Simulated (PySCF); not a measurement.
## EPR calculation, with input and output: C2H8BSi

System: C2H8BSi, multiplicity 2, SMILES CB(C)[SiH2].
Method: UKS B3LYP, pcH-1 on B C H Si, non-relativistic, mean-field spin-orbit, GIAO (PySCF 2.14.0).

It belongs to a series of runs on one base structure; here: X = H replaced by BMe2.

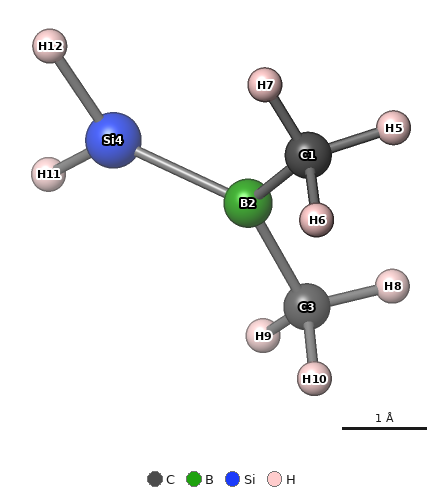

*The input geometry (ball-and-stick view, seen at a tilt; atoms are numbered from 1 in the order of the input).*

Bond lengths as drawn: B–C 1.60 Å, B–Si 1.89 Å, C–H 1.09 Å and H–Si 1.47 Å.

Input:
```
{"job": {"kind": "epr", "basis": "pcH-1"}, "charge": 0, "multiplicity": 2}
C     -0.210570     1.550199     0.176948
B      0.046298    -0.020974     0.046360
C     -1.236842    -0.950969    -0.154651
Si     1.788986    -0.742525     0.123094
H     -0.869369     1.775815     1.016617
H     -0.718044     1.942640    -0.705341
H      0.695263     2.139667     0.313231
H     -1.945007    -0.830954     0.666425
H     -1.007542    -2.013316    -0.226834
H     -1.785114    -0.679299    -1.058109
H      2.187369    -2.154238     0.024423
H      3.055770    -0.016731     0.295940
```

The first line tells a small driver script what to run in PySCF; the rest is the geometry in Å.

Hardware: 1 CPU thread, shared host.

Launched with:
```bash
OMP_NUM_THREADS=1 python <driver script> task.json out
```

Log:
```
UKS, coarse grid
  cycle   1  E = -395.27613078  |g| = 3.77e-01
  cycle   2  E = -395.21272154  |g| = 4.97e-01
  cycle   3  E = -395.35494488  |g| = 2.25e-02
  cycle   4  E = -395.35524537  |g| = 1.54e-02
  cycle   5  E = -395.35539854  |g| = 3.35e-03
  cycle   6  E = -395.35540922  |g| = 1.14e-03
  cycle   7  E = -395.35541044  |g| = 2.21e-04
UKS, final grid
  cycle   1  E = -395.35540531  |g| = 1.25e-04
  cycle   2  E = -395.35540531  |g| = 1.27e-04
  cycle   3  E = -395.35540532  |g| = 2.73e-05
E = -395.35540532 Eh   <S^2> = 0.7528 (exact 0.7500)
g shifts (ppm)      1          2          3
  rmc          -103       -103       -103
  gc             -2         25         23
  oz_so          43       1791       2614
  total         -62       1713       2534
hyperfine (MHz)  atom isotope    a_iso     a_fc   dipolar eigenvalues
    0   13C      -6.89      -6.89     -1.01      0.16      0.85
    1   11B      -6.92      -6.81    -10.12     -9.99     20.11
    2   13C      -6.88      -6.87     -1.01      0.16      0.84
    3  29Si     -77.13     -77.81   -158.97     77.70     81.27
    4    1H      24.73      24.73     -1.86     -1.51      3.38
    5    1H      25.15      25.15     -1.87     -1.50      3.37
    6    1H      -0.24      -0.23     -2.12     -1.74      3.86
    7    1H      24.51      24.52     -1.86     -1.50      3.36
    8    1H      -0.23      -0.23     -2.12     -1.73      3.86
    9    1H      25.11      25.11     -1.87     -1.51      3.38
   10    1H     -34.53     -34.56     -9.98      2.31      7.67
   11    1H     -34.53     -34.57     -9.98      2.31      7.67
```

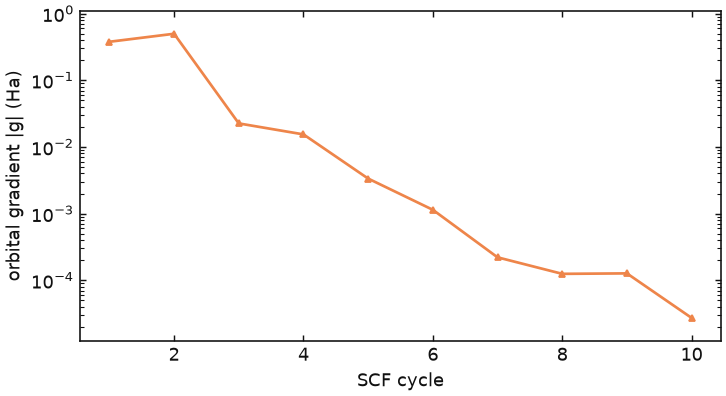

*Convergence of the self-consistent field: orbital gradient |g| against the SCF cycle.*

All cycles printed in the log are drawn one after another.

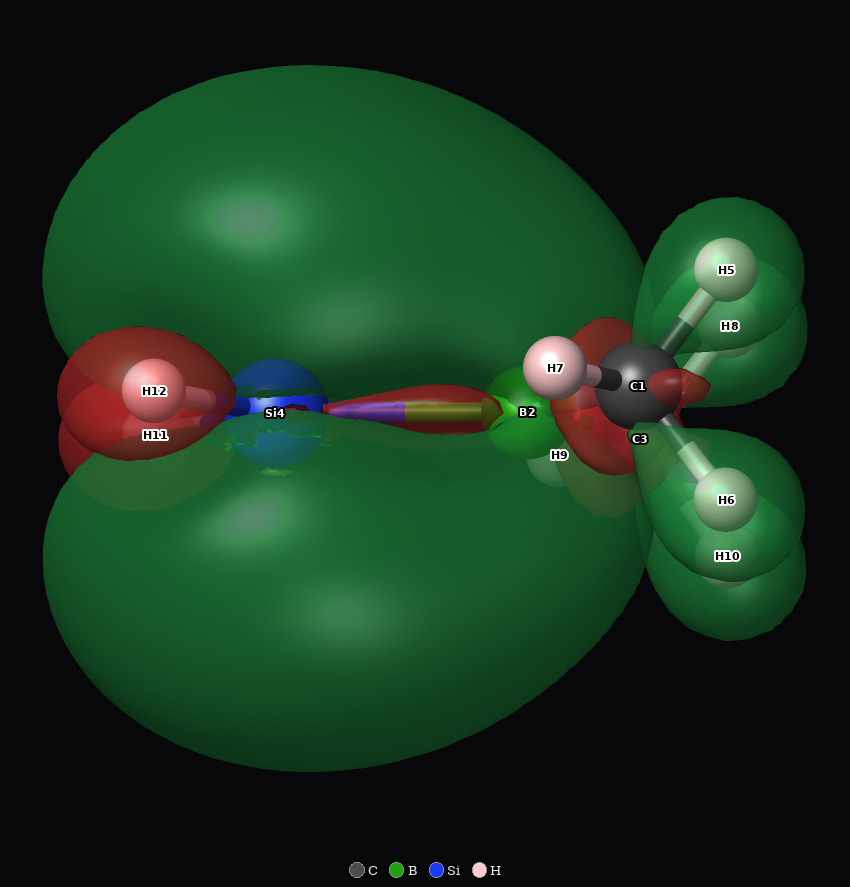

*Isosurfaces of the spin density at +0.003 (green) and −0.003 e/Å³ (red), seen from the side.*

The unpaired spin (1 electron) lies mostly on Si4 (about 0.7) and B2 (about 0.2), in electrons by Hirshfeld's partition.

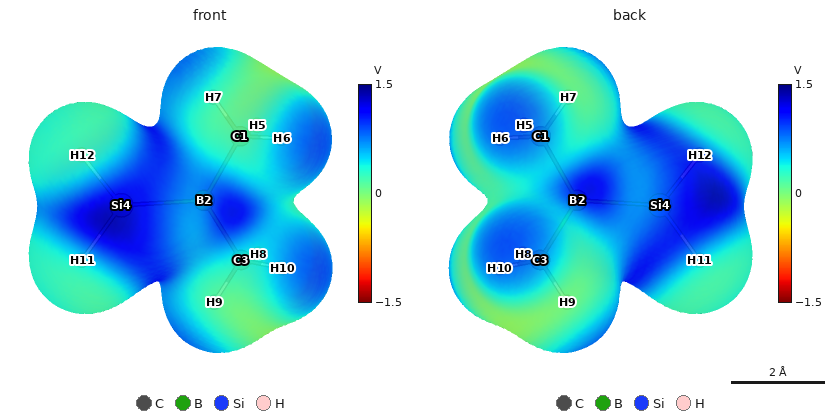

*The electrostatic potential painted on the density surface at 0.004 e/bohr³, seen at a tilt and from behind; the colour scale runs from red (negative) to blue (positive).*

Results in brief:

- outcome: converged
- total energy: −395.355405 hartree
- ⟨S²⟩: 0.753
- isotropic g: 2.0037
- wall time: 24 s
- peak memory: 0.64 GiB
